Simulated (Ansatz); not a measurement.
Input file:

```
crystal:
  periodic: [false, false, false]
  atoms:
    - { symbol: Ti, position_ang: [0.130057, 1.0e-06, 0.264114] }
    - { symbol: Cl, position_ang: [1.574461, 3.0e-06, 2.090578] }
    - { symbol: F, position_ang: [1.133196, -1.0e-06, -1.139951] }
    - { symbol: Cl, position_ang: [-1.103003, 1.78006, 0.166758] }
    - { symbol: Cl, position_ang: [-1.103003, -1.780059, 0.166765] }
    - { symbol: Cl, position_ang: [-1.138607, -4.0e-06, 3.843936] }
magnetization:
  spin_polarized: true
  initial_magnetization: 1
basis:
  gaussian: { orbitals: def2-SVP }
hamiltonian:
  xc: pbe
relax:
  f_tol: 0.03
  max_steps: 50
output:
  orbitals: {}
```

Command:

```sh
ansatz run input.yaml --threads 4 --pin off --max-ram 5120MiB --backend cpu --events-out ev --progress --plain --runs-dir out
```

The fields are those of the run's last geometry, not of the input's.

Level of theory: UKS PBE/def2-SVP (Ansatz).

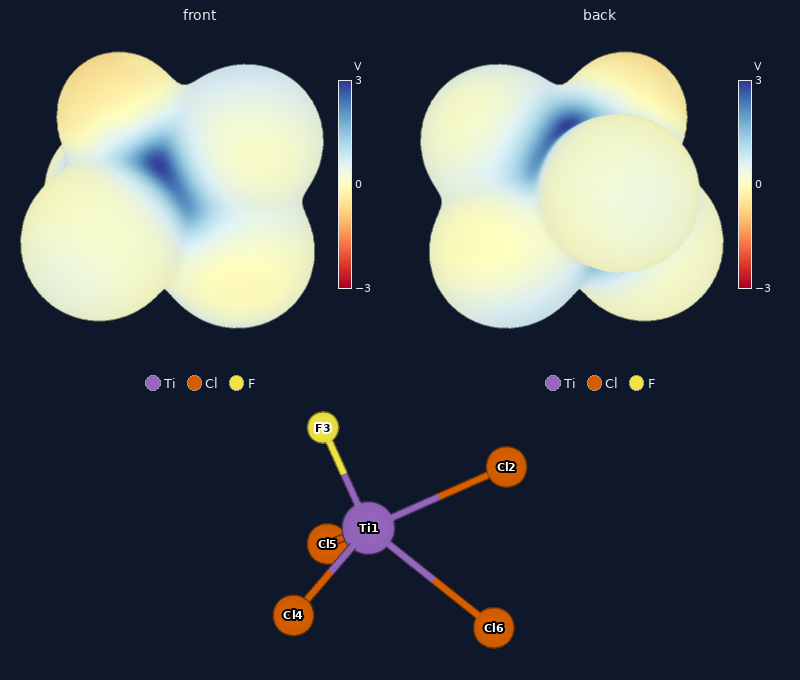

Cl$_{4}$FTi (doublet). The molecular electrostatic potential painted on the density surface at 0.004 e/bohr³, seen from the front and from behind; red is negative and blue positive. The bare structure is drawn below in the same view.

### Which sites attract a positive test charge, and which a negative one?

A positive charge is drawn to the negative regions and a negative charge to the positive ones. The most negative region (about −0.6 V) lies over F3, the most positive (about +2.6 V) over Ti1.
